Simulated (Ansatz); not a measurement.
## Amorphous Hf₁₀Al₁₀O₃₅

The cell was made by melting and quenching with the CHGNet potential and then relaxed with DFT. O atoms were pushed apart under 1.9 Å during the dynamics, to hinder bonds among them. The hot cell started wider than the set density and was brought back towards it in steps. It is the lowest in DFT energy of 2 quenches. It is a model cell: composition and starting density were chosen by hand, and all elements were melted together. No dispersion term was used.

Methods: PBE, scalar-relativistic without spin-orbit coupling (Ansatz, a first-principles code); r2SCAN, scalar-relativistic without spin-orbit coupling (Ansatz). Geometry, pressure, stress and energy are those of the PBE run. Its sampling: a 2×2×2 Γ-centred mesh; Fermi-Dirac width 0.02 eV; no spin polarisation. Other functionals are single points at the zone centre (r2SCAN at 500 eV), free to take moments where seeds were set. At PBE the levels at the filled edge of the gap are localised (band-tail or defect states).

```json
{
 "number_of_atoms_in_the_cell": "55",
 "Density (volume relaxed, without dispersion)": "6.62 g/cm³",
 "volume_per_atom": "80.5 bohr^3",
 "Pressure on a 2×2×2 Γ-centred mesh": "-0.01 GPa",
 "Largest force and stress component on that mesh (the relaxation ran on one k-point at (1/4, 1/4, 1/4))": "0.02 eV/Å and 0.0 GPa",
 "Energy relative to HfO2 (P2_1/c) + corundum (lowest mix at this level among the phases computed, not always the ambient ones)": "0.173 eV/atom",
 "Level gap on a 2×2×2 Γ-centred mesh (PBE)": "3.79 eV",
 "Level gap at the zone centre (PBE)": "3.82 eV",
 "Level gap at the zone centre (r2SCAN)": "4.38 eV"
}
```

Neighbours within Hf-Hf 3.34 Å, Hf-Al 3.00 Å, Hf-O 2.54 Å, Al-Al 2.66 Å, Al-O 2.40 Å, O-O 1.58 Å count as bonded. Two cations that share two anions don't count as bonded, nor two that share one unless they lie closer than Hf-Hf 3.25 Å, Hf-Al 2.92 Å, Al-Al 2.59 Å.

| Item | Value |
|---|---|
| Mean coordination of Hf by anions | 6.20 (3 with 5, 3 with 6, 3 with 7, 1 with 8) |
| Mean coordination of Al by anions | 4.80 (4 with 4, 4 with 5, 2 with 6) |
| Mean coordination of O | 3.14 (2 with 2, 26 with 3, 7 with 4) |
| Mean Hf-O bond | 2.147 Å (spread 0.119 Å, 62 counted) |
| Mean Al-O bond | 1.865 Å (spread 0.099 Å, 48 counted) |

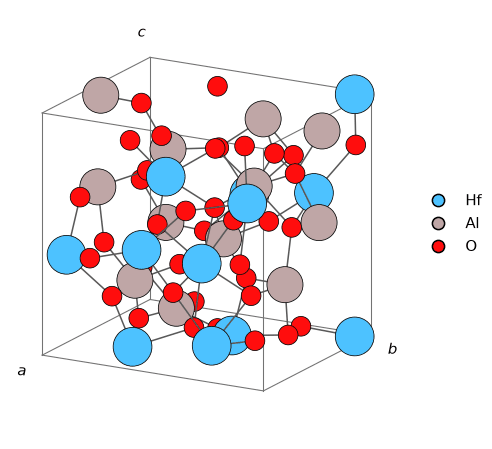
*The relaxed cell*

Its density started from a set value of 6.50 g/cm³. The quench (nominally 150 K/ps over its main leg) was far faster than any real one, so the model tends to hold more defects than a real film. One small periodic cell is one sample of the glass; other quenches scatter about these values. Volume and shape were free in the relaxation.
